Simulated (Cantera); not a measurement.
Charge: 1 mol MgO, 0.053 mol H2, at 100 Torr.

Equilibrium computed with Cantera from the NASA thermochemical tables; the gas is ideal and each condensed phase is pure. Candidate condensed phases: H2O, Mg, MgO, Mg(OH)2; 15 gas species. Equilibrium is a limit: real reactors are often held back by kinetics, nucleation or transport.

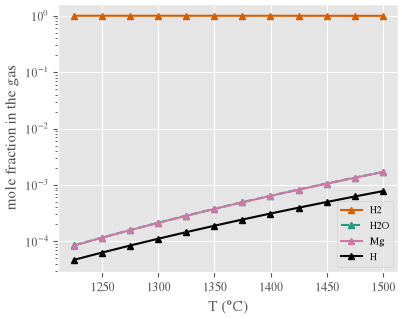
Equilibrium gas composition (values under 1e-9 drawn at 1e-9)

From 1225 °C to 1500 °C the condensed part is MgO(s). The main Mg-bearing gas is Mg throughout.
